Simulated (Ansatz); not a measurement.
## Electronic structure of CH6MoN2O (SMILES [CH3][Mo](=[NH])(=[NH])[OH]) in real space

```xyz
11

C    -1.5232    0.3728    0.4345
Mo    0.4194   -0.2561   -0.1034
N     1.2765   -0.2743    1.3931
N     0.9837    0.9881   -1.1592
O     0.3700   -1.9614   -0.9214
H    -1.5113    1.3434    0.9310
H    -1.9485   -0.3697    1.1155
H    -2.1335    0.4428   -0.4701
H     1.9980   -0.0144    2.0504
H     1.6160    1.7438   -1.3869
H     0.5185   -2.0719   -1.8631
```

Geometry: PBE0-D4/def2-TZVP; core potentials replace the inner electrons of Mo.

Computed with RKS PBE0-D4/def2-TZVPP in Ansatz 0.2.0.

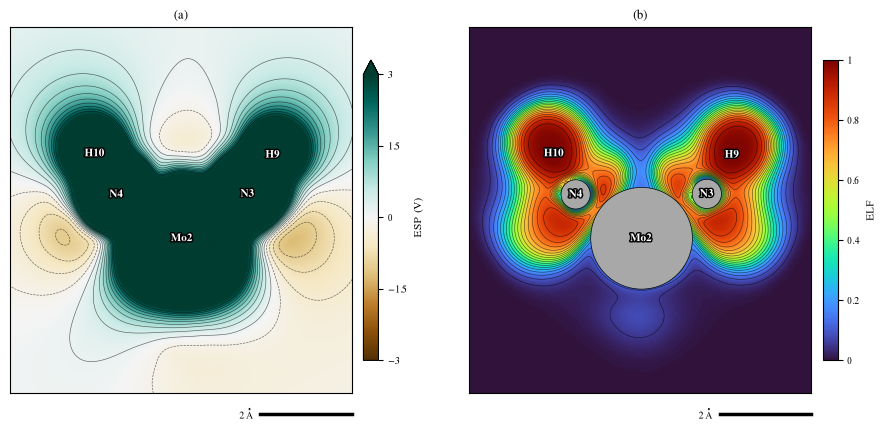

Figure 1. (a) electrostatic potential; (b) electron localisation function on the plane of atoms Mo2, N4 and H10. Grey discs cover the atomic cores in the ELF map.

> What does the map show?

- The plane passes through Mo, N and H nuclei.
- Mo–N (1.72 Å): the ELF peaks at about 0.75 in the valence shell of N, 0.5 Å from its nucleus, and drops to about 0.40 between the two atoms.
- N–H (1.01 Å): the ELF climbs to about 1 towards the hydrogen, as it does in any bond to H: a covalent bond by its length.
- Outside the dense part of the molecule the potential is most negative (−1.2 V) near N3.

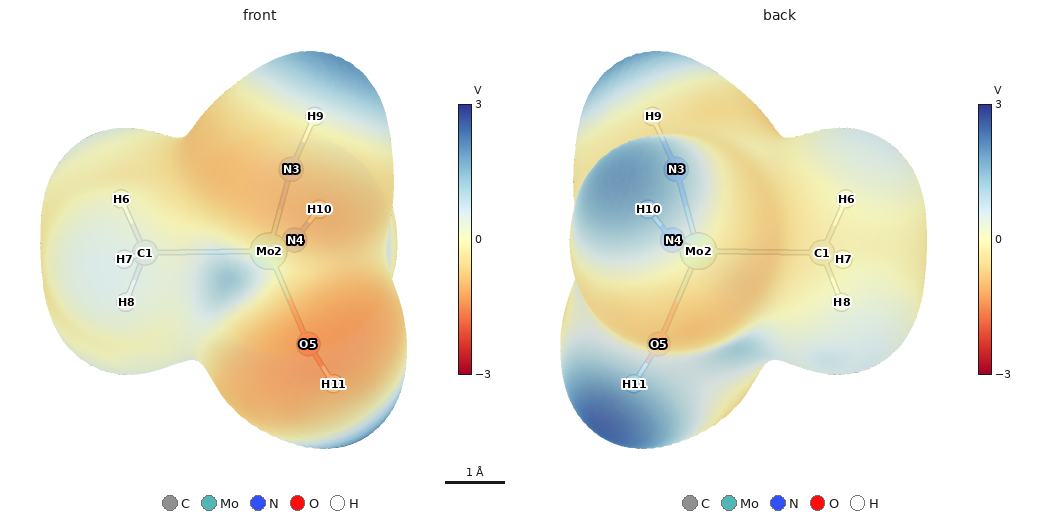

Figure 2. The molecular electrostatic potential painted on the density surface at 0.002 e/bohr³, seen from the front and from behind; the colour scale runs from red (negative) to blue (positive).

> Describe the electrostatic potential map.

The most negative region (about −1.4 V) lies over O5, the most positive (about +2.5 V) over H11. O5 is the likeliest acceptor of a hydrogen bond.

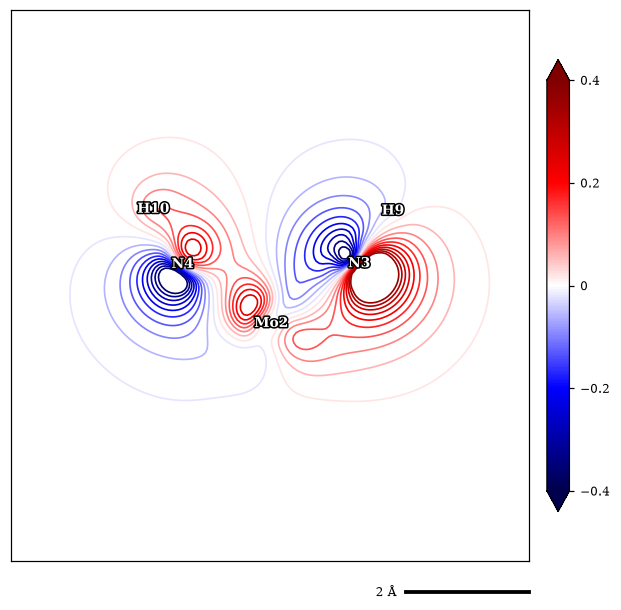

Figure 3. The HOMO on the plane of atoms Mo2, N4 and H10 (values in Å⁻³ᐟ²; the overall sign is arbitrary).

> Describe this orbital and give its energy.

By Hirshfeld shares it lies mainly on N3 (about 40 %), N4 (about 20 %), Mo2 (about 15 %), O5 (about 10 %) and C1 (about 10 %). Its energy is −7.64 eV.
